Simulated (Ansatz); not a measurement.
GeBH5O: single-point calculation

System: GeBH5O.
Method: RHF-CCSD(T), frozen core/def2-TZVPP (Ansatz 0.2.0).

The geometry comes from this level: PBE0-D4/def2-TZVP.

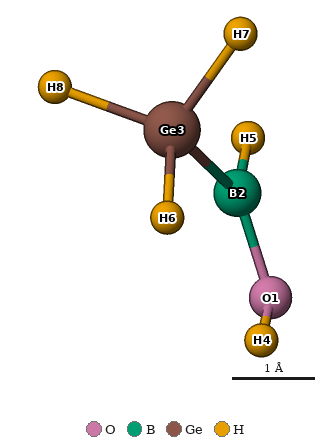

*The input geometry (ball-and-stick view, seen at an oblique angle; atoms are numbered from 1 in the order of the input). Sticks mark near contacts.*

Bond lengths as drawn: B–Ge 2.08 Å, B–H 1.20 Å, B–O 1.35 Å, Ge–H 1.54 to 1.55 Å and H–O 0.96 Å.

**Key numbers**

- outcome: converged
- total energy: −59281.4658 eV
- mean-field energy: −59263.5485 eV
- CCSD correlation: −17.3128 eV
- (T) correction: −0.6045 eV
- T1 diagnostic: 0.013
- SCF solution under orbital rotations: stable
- hardware: 2 threads of Arm Neoverse V1, 23 GiB of memory available, shared host
- wall time: 66 s (CPU time 2.2 min)
- peak memory: 1.8 GiB

**Input**
```yaml
crystal:
  periodic: [false, false, false]
  atoms:
    - {symbol: O, position_ang: [-1.515628, 0.584373, -1.143065]}
    - {symbol: B, position_ang: [-0.188015, 0.411879, -0.990240]}
    - {symbol: Ge, position_ang: [0.645461, -0.355650, 0.753059]}
    - {symbol: H, position_ang: [-2.040901, 0.324282, -0.380842]}
    - {symbol: H, position_ang: [0.488400, 0.729924, -1.927421]}
    - {symbol: H, position_ang: [-0.443660, -0.680817, 1.801667]}
    - {symbol: H, position_ang: [1.429066, -1.653912, 0.486061]}
    - {symbol: H, position_ang: [1.625278, 0.639919, 1.400783]}
basis:
  gaussian: {orbitals: def2-TZVPP}
correlation: {method: ccsd_t}
```

Command:
```bash
ansatz run in.yaml --threads 2 --pin off --events-out ev --progress --plain --max-ram 4352MiB
```

**Log**
```
Functional definition: HF
  name "HF"
  cite "Fock, Z. Phys. 61, 126 (1930) doi:10.1007/BF01340294"
  parent pbe
  exchange = exact_x
  correlation = 0
1098 factors; integrals over basis functions are off by at most 1.3e-3 eV
mean field evaluation 1: about -59260.8399 eV, gradient 3.4e1 eV
mean field evaluation 2: about -59260.9442 eV, gradient 3.4e1 eV
mean field evaluation 4: about -59263.5020 eV, gradient 3.2e0 eV
mean field evaluation 8: about -59263.5484 eV, gradient 1.7e-1 eV
mean field evaluation 16: about -59262.6239 eV, gradient 2.2e1 eV
mean field -59263.54851320 eV, -2177.8952375841 hartree, gradient 1.1e-6 eV, S^2 0.000000; 0 other end points of the search recorded, 0 dependent functions left out
11 core orbitals not correlated: weight in the atoms' cores, before any rotation towards them, 1.000 or more for the frozen orbitals, at most 0.000 for the correlated occupied ones
reference -59263.54851320 eV, -2177.8952375841 hartree; 14, 14 occupied and 155, 155 virtual orbitals, 1098 factors
second order -16.57641076 eV of doubles, -0.00000000 eV of singles
cycle   1  -16.71355490 eV  change   -1.4e-1 eV  update   1.0e-1
cycle   2  -17.23589550 eV  change   -5.2e-1 eV  update   3.0e-2
cycle   3  -17.32779686 eV  change   -9.2e-2 eV  update   1.6e-2
cycle   4  -17.31291600 eV  change    1.5e-2 eV  update   4.3e-3
cycle   5  -17.31286190 eV  change    5.4e-5 eV  update   2.0e-3
cycle   6  -17.31306862 eV  change   -2.1e-4 eV  update   5.5e-4
cycle   7  -17.31277639 eV  change    2.9e-4 eV  update   1.9e-4
cycle   8  -17.31281564 eV  change   -3.9e-5 eV  update   6.6e-5
cycle   9  -17.31284365 eV  change   -2.8e-5 eV  update   2.2e-5
```

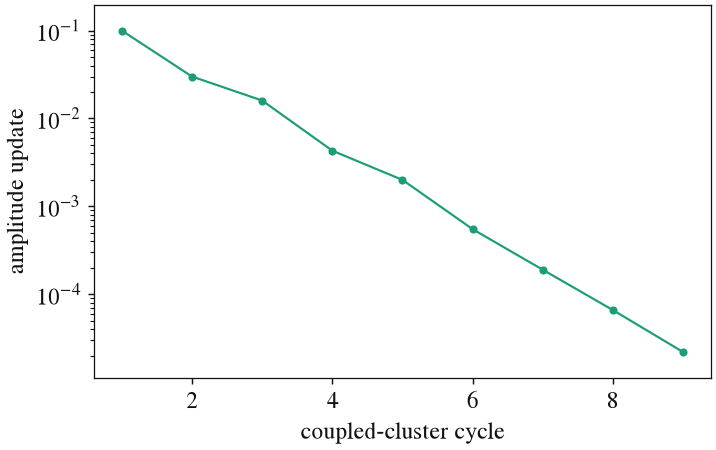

*Convergence of the coupled-cluster equations: amplitude update against the coupled-cluster cycle.*

The residual falls at every step.

```
perturbative correction -0.60445438 eV, -0.0222132886 hartree
Total energy: -59281.46581123 eV, -2178.5536861419 hartree
```
